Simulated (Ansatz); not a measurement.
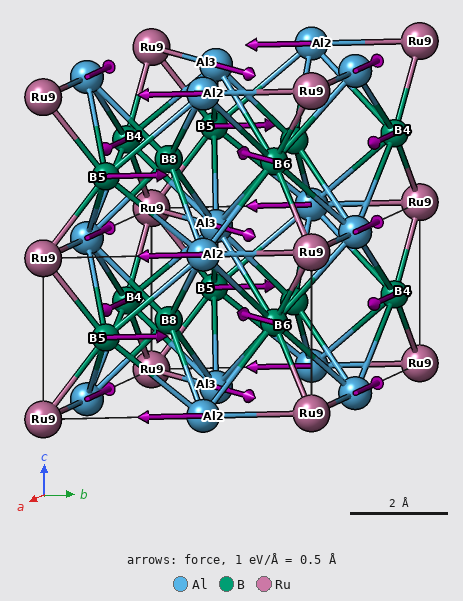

Starting geometry of a crystal of Al$_{3}$B$_{5}$Ru (a generated structure, set up in P-62m) (coarse preliminary run) with the computed forces as purple arrows. A ball-and-stick model of the cell of the calculation, repeated 1 × 1 × 2 with one cell outlined, seen slightly off an axis.

These are results of Ansatz, DFT PBE, scalar-relativistic, plane waves, PAW, not measurements. Settings: plane-wave cutoff 420 eV; k-point mesh 6 × 6 × 6; occupations gaussian; smearing width 0.1 eV; no spin polarisation; cell and atoms relaxed; force threshold 0.04 eV/Å; at most 70 steps.

Question: Is this structure relaxed? If not, where do the atoms go?

Answer: It isn't relaxed: the largest force vector, on Al atoms, is 2.79 eV/Å. The atoms end up moving mostly along the starting forces (cosine between the two patterns 0.86). The largest moves relative to the cell, 0.46 Å, are those of B atoms. By element the largest moves are B 0.46 Å, Al 0.13 Å. Ru stays in place. Cell: a = b 5.581 → 5.540 Å (−0.7 %), c 3.402 → 3.230 Å (−5.1 %). Volume −6.4 %. Near-neighbour distances that change, for instance: B–B 2.252 → 3.027 Å, Al–B 2.648 → 2.156 Å, B–B 2.195 → 1.898 Å, B–Ru 2.141 → 2.379 Å. Among the angles between lasting bonds that change: Ru–B–Ru 105.2° → 85.5°, B–Al–B 154.1° → 159.8°, B–Al–B 84.2° → 87.7°. The space group stays P-62m (No. 189). Over 5 accepted moves (6 points after the start) the energy falls by 3.365 eV per cell of the calculation. Largest force component: 2.8 eV/Å at the start, 0.022 eV/Å at the end. The pressure goes from 1.36 to 0.03 GPa. The SCF was repeated once at an unchanged geometry on a basis and grid sized afresh for the cell, which shifted the energy by 4.2 meV per cell of the calculation at most. Cost: 59 s on 1 thread of Arm Neoverse V1, with other jobs on the host, peak memory 0.36 GiB.
